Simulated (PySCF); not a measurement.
# C4H10GeSi (SMILES C#C[SiH2][GeH2][CH2]C): what the fields show

Input file:

```
{"job": {"kind": "uv", "xc": "B3LYP", "basis": "def2-SVPD", "nstates": 8, "ntriplets": 3}, "charge": 0, "multiplicity": 1}
C      3.092906     0.699356    -1.238943
C      2.412833     0.791992    -0.251218
Si     1.334555     0.874140     1.249816
Ge    -0.232502    -0.873062     1.154318
C     -1.237209    -1.013995    -0.554350
C     -1.999250     0.263457    -0.878652
H      3.696626     0.628685    -2.098454
H      2.212145     0.776493     2.421036
H      0.677430     2.187959     1.238369
H      0.353762    -2.242823     1.428276
H     -1.271604    -0.756040     2.253144
H     -0.537717    -1.238863    -1.362228
H     -1.933352    -1.852446    -0.497779
H     -2.574417     0.155739    -1.797602
H     -1.311469     1.098998    -1.003929
H     -2.690336     0.509355    -0.073214
```

Command:

```sh
OMP_NUM_THREADS=1 python probes_run.py task.json out
```

Geometry: GFN2-xTB.

Method: PySCF, B3LYP/def2-SVPD, SCF density, gas phase.

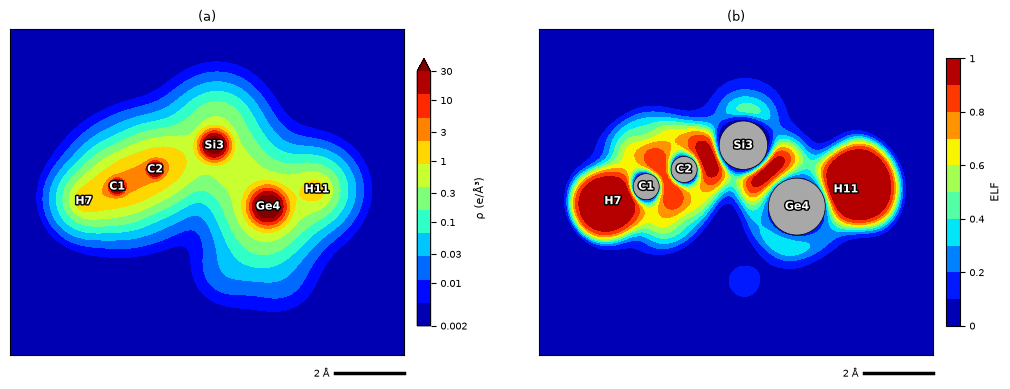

Figure 1. (a) total electron density; (b) ELF on the plane of atoms C2, Si3 and Ge4. Grey discs cover the atomic cores in the ELF map.

> Interpret the plot.

Atoms in the plane: C, Si, Ge and H.
C–C (1.20 Å): ρ at the midpoint is about 2.8 e/Å³; the ELF peaks at about 0.85 between the atoms (a multiple bond).
C–Si (1.85 Å): ρ at the midpoint is about 0.93 e/Å³; the ELF peaks at about 0.95 between the atoms: localised, covalent bonding.
Si–Ge (2.35 Å): ρ is about 0.64 e/Å³ halfway; the ELF peaks at about 0.95 between the atoms (localised, covalent bonding).
C–H (1.05 Å): ρ at the midpoint is about 2.1 e/Å³; the ELF climbs to about 1 towards the hydrogen, as it does in any bond to H (a covalent bond by its length).
Ge–H (1.52 Å): ρ is about 1.1 e/Å³ halfway; the ELF climbs to about 1 towards the hydrogen.

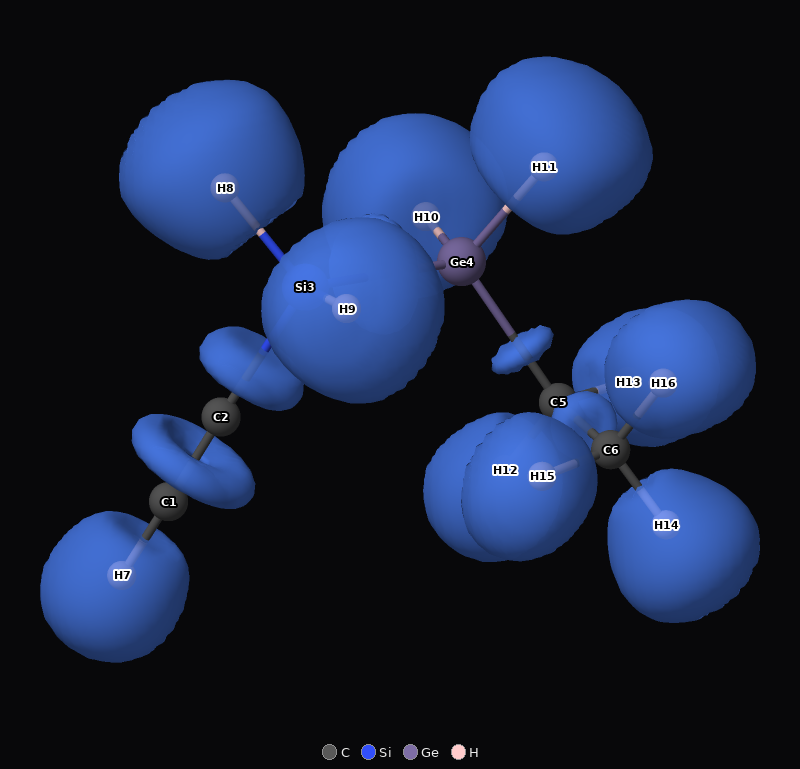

Figure 2. Isosurface of the ELF at 0.85 (blue), seen across its widest extent. Only the valence region is drawn (cores and ρ < 0.01 e/Å³ removed).

> Describe the localisation domains.

At this value the surface marks out two regions between bonded C–C atoms (shared pairs), one region between bonded C–Si atoms (shared pairs), one region between bonded Ge–Si atoms (shared pairs), ten regions around hydrogen nuclei and one lobe of the valence shell of C pointing towards Ge (polar bonds).

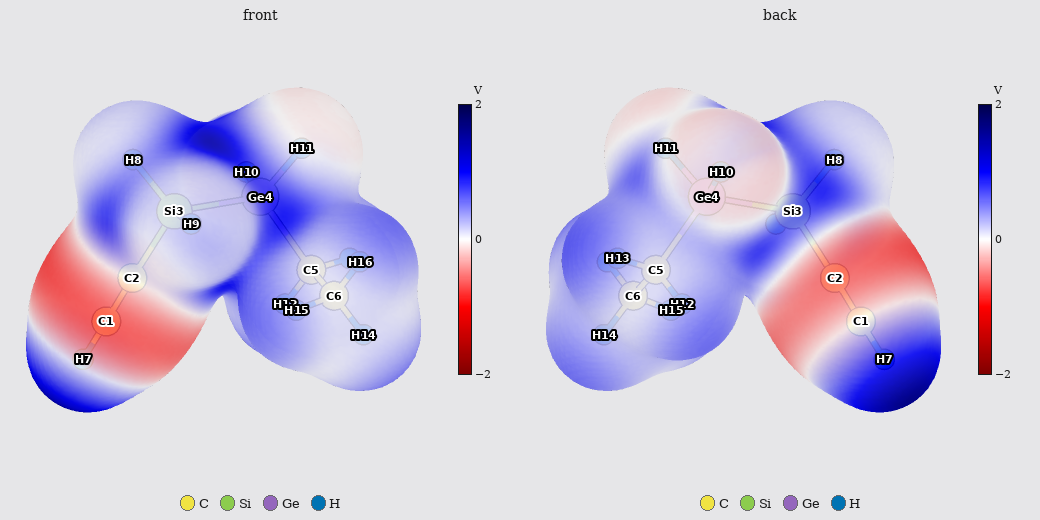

Figure 3. The molecular electrostatic potential painted on the density surface at 0.002 e/bohr³, seen from the front and from behind; red is negative and blue positive.

> Which sites attract a positive test charge, and which a negative one?

A positive charge is drawn to the negative regions and a negative charge to the positive ones. The most negative region (about −0.7 V, or −16 kcal/mol for a unit charge) lies over C1 and C2, the most positive (about +1.5 V, or +35 kcal/mol for a unit charge) over H7.

> What dipole moment does the calculation give?

Its dipole moment is 0.83 D.
